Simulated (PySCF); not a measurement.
## Electronic structure of C$_{4}$H$_{10}$OSi$_{2}$ in real space

Input

```
{"job": {"kind": "uv", "xc": "CAM-B3LYP", "basis": "def2-SVPD", "nstates": 8, "ntriplets": 3}, "charge": 0, "multiplicity": 1}
C      0.752533     1.532818     2.404436
C      1.006553     1.079439     1.320343
Si     1.382717     0.372425    -0.356222
C      2.411126    -1.207111    -0.140161
O     -0.009553     0.008514    -1.112837
Si    -1.582188    -0.363595    -1.266098
C     -2.538012     0.247821     0.250761
H      0.530283     1.929142     3.354160
H      2.010720     1.386977    -1.205619
H      1.909904    -1.926210     0.502769
H      3.376265    -0.984625     0.304858
H      2.590881    -1.691415    -1.095988
H     -1.653191    -1.823262    -1.383411
H     -1.995827     0.320258    -2.492600
H     -2.431491     1.322420     0.373685
H     -2.170138    -0.217429     1.161611
H     -3.597579     0.025864     0.168772
```

Command:

```sh
OMP_NUM_THREADS=1 python probes_run.py task.json out
```

Geometry: GFN2-xTB.

Method: CAM-B3LYP/def2-SVPD, SCF density, gas phase (PySCF).

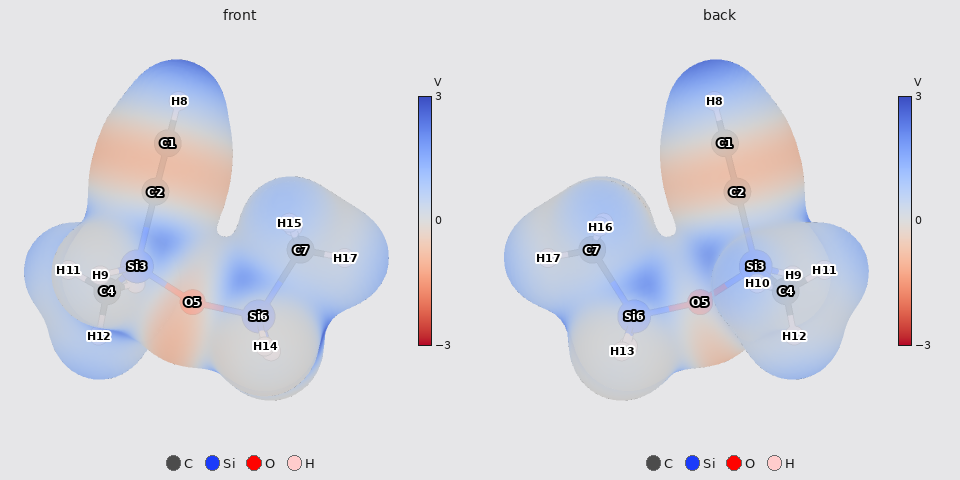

Figure 1. The molecular electrostatic potential painted on the density surface at 0.004 e/bohr³, seen from the front and from behind; red is negative and blue positive.

### Describe the electrostatic potential map.

The most negative region (about −0.8 V) lies over C1, C2 and O5, the most positive (about +2.2 V) over Si3, Si6 and H8.

### How polar is the molecule by this calculation?

Its dipole moment is 1.09 D.

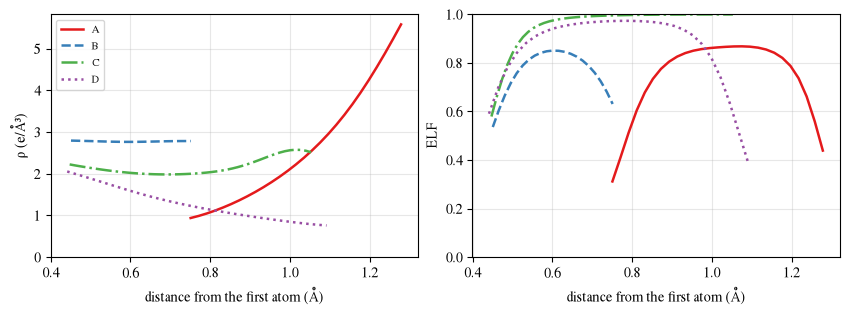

Figure 2. Total electron density and ELF along straight lines between neighbouring atoms. The curves leave out the atomic cores.

### Which curve belongs to which contact (C–C, C–H, C–Si and Si–O)? The first atom named is at distance zero.

Curve A: Si–O (1.62 Å): the density is about 1.1 e/Å³ at the midpoint; the ELF peaks at about 0.85 between the atoms (a short, strongly polar bond). Curve B: C–C (1.20 Å): ρ at the midpoint is about 2.8 e/Å³; the ELF peaks at about 0.85 between the atoms (a multiple bond). Curve C: C–H (1.05 Å): the density is about 2.1 e/Å³ at the midpoint; the ELF climbs to about 1 towards the hydrogen, as it does in any bond to H: an ordinary covalent bond to hydrogen. Curve D: C–Si (1.86 Å): the density is about 0.94 e/Å³ at the midpoint; the ELF peaks at about 1 between the atoms; a covalent bond.
